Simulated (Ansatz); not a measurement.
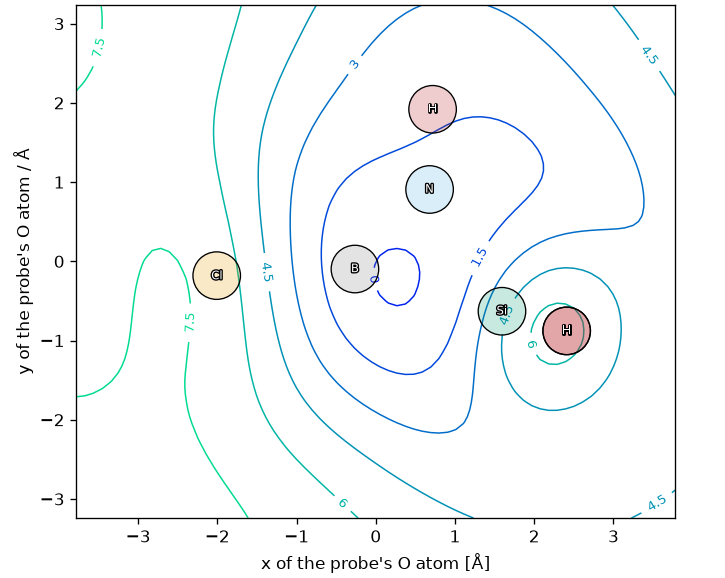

Energy landscape of BClH₃NSi (SMILES ClB1N[SiH2]1) with the probe H2O. The probe is moved over a plane parallel to the molecule's main plane, 3.52 Å above it. The first coordinate is: x of the probe's O atom; the second: y of the probe's O atom. Nothing is relaxed (molecule and probe rigid, the probe upright with O nearest the plane). The grid has 15 × 13 points. Energies: kJ/mol, counted from the lowest grid point. Method: RKS PBE0-D4/def2-SVPD in Ansatz.

The picture shows contour lines labelled in kJ/mol, labelled circles for the molecule's atoms, projected on the plane. Between grid points the surface is interpolated. 

Q: Summarise what can be read from the map.

A: The lowest grid point is at x of the probe's O atom = 0.00 Å, y of the probe's O atom = 0.00 Å. The bottom of the well lies between grid points, at about x of the probe's O atom = 0.26 Å, y of the probe's O atom = −0.21 Å, about 0.16 kJ/mol lower on the interpolated surface. It is the only kind of minimum in the scanned range. The highest grid point, x of the probe's O atom = −3.24 Å, y of the probe's O atom = −3.24 Å, lies 8.1 kJ/mol above the lowest. Near the minimum the curvatures are about 0.025 and 0.038 eV/Å² along the soft and the stiff direction.

The values on the grid:

```
y of the probe's O atom ↓, x of the probe's O atom →  −3.78  −3.24  −2.70  −2.16  −1.62  −1.08  −0.54  0.00  0.54  1.08  1.62  2.16  2.70  3.24  3.78
                                                3.24    7.6    7.4    7.1    6.6    5.9    5.0    4.2   3.5   3.0   2.9   3.1   3.6   4.2   4.8   5.3
                                                2.70    7.6    7.4    7.1    6.5    5.6    4.6    3.6   2.9   2.4   2.3   2.5   2.9   3.6   4.3   5.0
                                                2.16    7.5    7.3    7.0    6.3    5.3    4.1    3.1   2.4   2.0   1.8   1.9   2.3   3.0   3.8   4.6
                                                1.62    7.4    7.2    6.9    6.2    5.0    3.6    2.4   1.9   1.6   1.4   1.4   1.7   2.4   3.2   4.1
                                                1.08    7.2    7.2    7.1    6.4    5.0    3.2    1.8   1.2   1.1   1.0   1.1   1.6   2.2   2.9   3.7
                                                0.54    7.1    7.2    7.3    6.7    5.1    3.0    1.2   0.5   0.4   0.7   1.4   2.2   2.7   2.9   3.4
                                                0.00    7.0    7.3    7.6    7.1    5.5    3.1    1.0   0.0   0.0   0.9   2.6   4.0   4.1   3.4   3.3
                                               −0.54    7.1    7.4    7.7    7.3    5.7    3.5    1.3   0.1   0.1   1.5   4.1   5.9   5.5   4.0   3.1
                                               −1.08    7.2    7.4    7.6    7.3    6.0    4.0    2.2   1.0   0.9   2.1   4.7   6.3   5.7   4.0   3.1
                                               −1.62    7.5    7.6    7.6    7.3    6.2    4.8    3.3   2.3   1.9   2.6   4.2   5.2   4.7   3.7   3.3
                                               −2.16    7.7    7.8    7.7    7.4    6.6    5.6    4.5   3.6   3.1   3.1   3.6   3.9   3.8   3.6   3.7
                                               −2.70    7.9    8.0    7.9    7.7    7.1    6.4    5.6   4.8   4.1   3.8   3.7   3.7   3.7   3.9   4.3
                                               −3.24    8.0    8.1    8.0    7.9    7.5    7.0    6.4   5.7   5.1   4.6   4.3   4.2   4.2   4.5   4.9
```

Time for the 195 points that were run: 27 min on 1 thread of Arm Neoverse V2, with other jobs on the host.
